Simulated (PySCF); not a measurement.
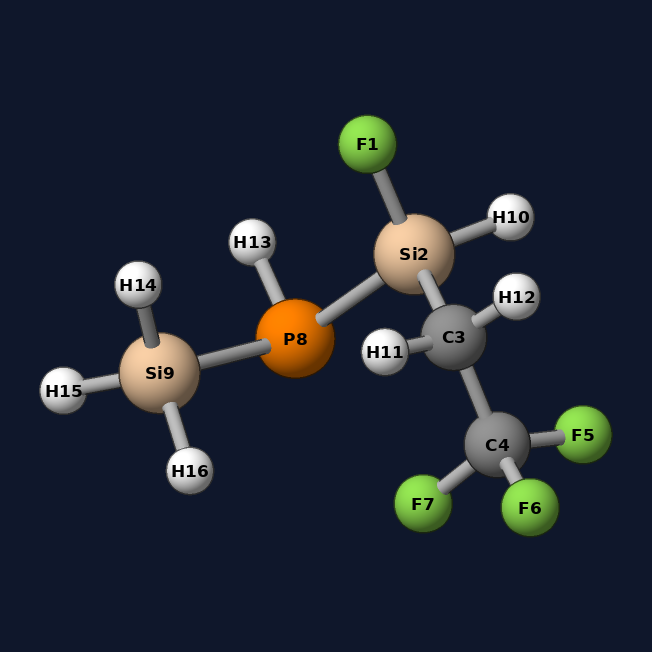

Computed geometry: GFN2-xTB optimisation. No frequency run is at hand to confirm it as a minimum. Level of theory: GIAO PBE0/pcSseg-1 NMR shielding, non-relativistic, gas phase (PySCF 2.14.0). Principal shieldings σ11 ≤ σ22 ≤ σ33, span Ω = σ33 − σ11, skew κ = 3(σiso − σ22)/Ω.

Give the shielding tensors of the P atoms.

```json
{"atom": "P8", "σ11": "571.9", "σ22": "578.0", "σ33": "706.3", "σiso": "618.7", "Ω": "134.4", "κ": "0.91"}
```

Shieldings and span in ppm.

The geometry is semi-empirical. Around P, Si such bond lengths and angles can be off by a tenth of an ångström or more and by several degrees, and values that hang on the shape move with them.
